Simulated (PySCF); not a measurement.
Ge(H)(OH)(OMe)2, SMILES C[O][GeH]([OH])[O]C (C2H8GeO3) at its B3LYP/def2-SVP optimised geometry (Å):

```
14

Ge    -1.1023    -0.5638     0.0000
O     -1.5341     1.1663     0.0000
O     -1.6096    -1.3759     1.4850
C     -1.0738    -1.0207     2.7476
O      0.6669    -0.5638     0.0000
C      1.4413     0.2926    -0.8164
H     -1.7471    -1.3441    -1.1530
H     -2.4877     1.3235     0.0065
H     -1.3476     0.0107     3.0381
H      0.0272    -1.1017     2.7655
H     -1.4876    -1.7111     3.5000
H      2.4877     0.2377    -0.4745
H      1.4180    -0.0145    -1.8799
H      1.1100     1.3441    -0.7536
```

Calculation: B3LYP/def2-TZVP in PySCF 2.14.0. Cells within 0.4 Å of a nucleus heavier than hydrogen are left out (blank, or x).

Map of the HOMO−1 amplitude (bohr^(-3/2)), clipped to [-0.25, 0.25] on the plane z = 1.5 Å; orbital energy -7.84 eV, overall sign arbitrary:

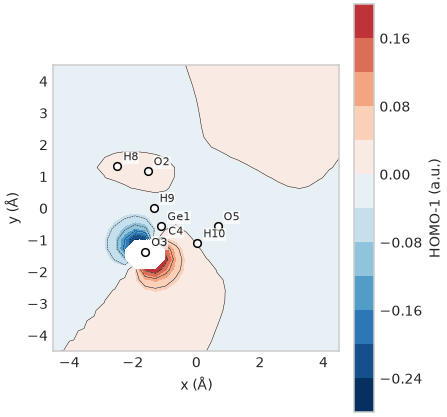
*HOMO−1 amplitude (bohr^(-3/2)), clipped to [-0.25, 0.25] on the plane z = 1.5 Å.*
